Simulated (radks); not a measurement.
The neon ion Ne⁴⁺ in the configuration [He] 2s2 2p2 (high spin). Level of theory: scalar-relativistic Kohn-Sham, r2SCAN, spin-polarised, spherical densities, finite nucleus. Computed with the in-house radial solver radks.

```
Z 10
configuration [He] 2s2 2p2
relativity scalar-relativistic
functional r2scan,r2scan
spin polarised
nucleus finite rms 3.0055 fm
c 137.035999084
```

Launched within a batch that task.json describes:
```bash
python run_ks.py task.json out
```

Wanted: the radial spin density.

The curve integrates to 2 unpaired electrons, held by 2p (+2). Its largest value, 2.75 electrons/bohr, lies near r = 0.53 bohr. Regions of the opposite sign are negligible.

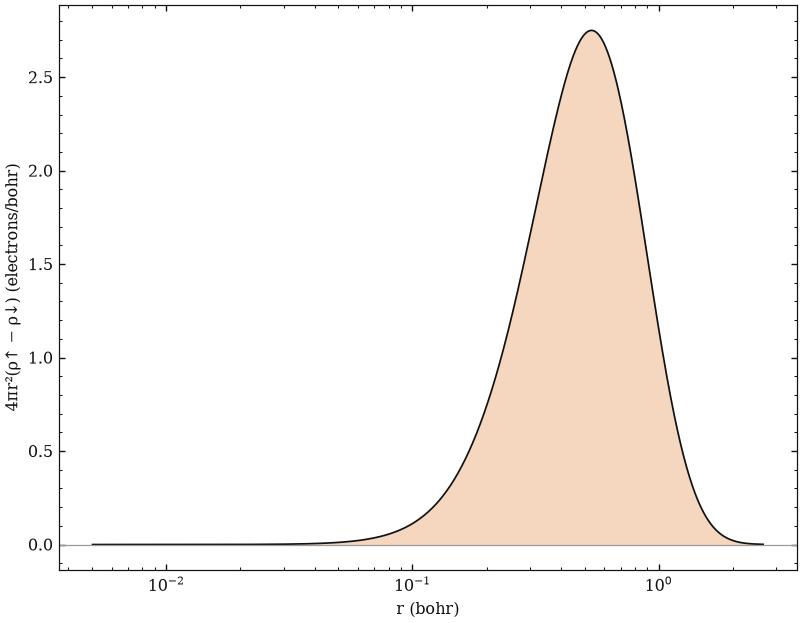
